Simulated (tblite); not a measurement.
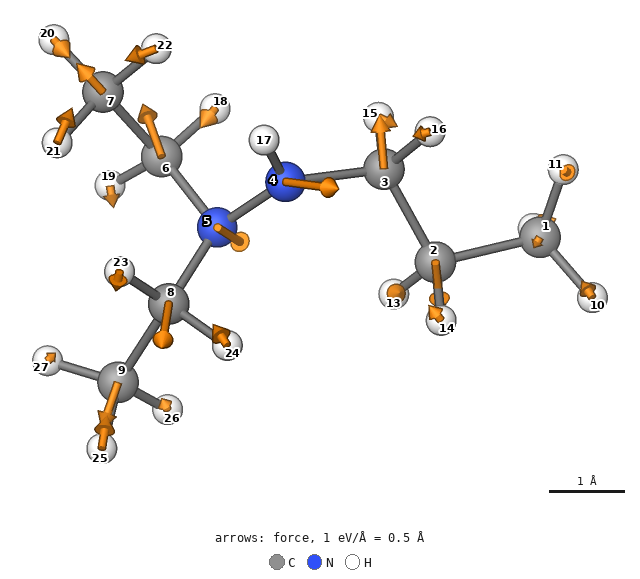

Starting geometry of C7H18N2 with the computed forces as orange arrows. Style: ball-and-stick. Shown face on.

Method: GFN2-xTB geometry optimisation, gas phase (tblite 0.8.0). 

**Is this structure relaxed? If not, where do the atoms go?**

It isn't relaxed: the largest force vector, on an N atom, is 2.41 eV/Å. The final displacements have little in common with the starting forces (cosine between the two patterns 0.21). The energy falls by 88.2 kJ/mol in 107 geometry steps. The largest move after the best rigid fit is that of an H atom, 0.80 Å. Largest moves by element: H 0.80 Å, N 0.27 Å, C 0.23 Å. Among the contacts that change: N–N 1.345 → 1.413 Å, C–N 1.401 → 1.454 Å, C–C 1.493 → 1.527 Å, C–H 1.127 → 1.095 Å. Bond angles that change, for instance: N–C–H 116.7° → 107.4°, N–N–H 120.2° → 112.1°, C–C–H 116.1° → 108.5°. Groups turn about C–C by about 35°.
